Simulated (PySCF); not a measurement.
SMILES C=C[Si](C)(C)Br (C4H9BrSi) at its GFN2-xTB optimised geometry (Å):

```
15

C     -1.1901    -1.0720     2.7842
C     -1.5688    -1.3677     1.5506
Si    -0.8376    -0.5813     0.0000
C      1.0597    -0.5813     0.0000
C     -1.5784    -1.3503    -1.5661
Br    -1.4535     1.5932     0.0000
H     -0.4214    -0.3430     2.9857
H     -1.6326    -1.5352     3.6524
H     -2.3533    -2.1017     1.4125
H      1.4525    -0.0633    -0.8711
H      1.4535    -1.5932    -0.0077
H      1.4508    -0.0807     0.8816
H     -2.6618    -1.2652    -1.5715
H     -1.2078    -0.8564    -2.4602
H     -1.3278    -2.4041    -1.6421
```

Method: PBE0/def2-TZVP in PySCF 2.14.0. Cells within 0.4 Å of a nucleus heavier than hydrogen are left out (blank, or x).

Map of the electrostatic potential (hartree/e), clipped to [-0.08, 0.12] on the plane z = 0.0 Å:

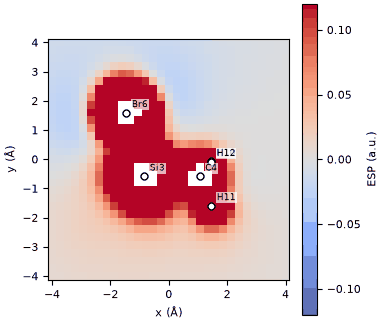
Fig. 1. Electrostatic potential (hartree/e), clipped to [-0.08, 0.12] on the plane z = 0.0 Å.
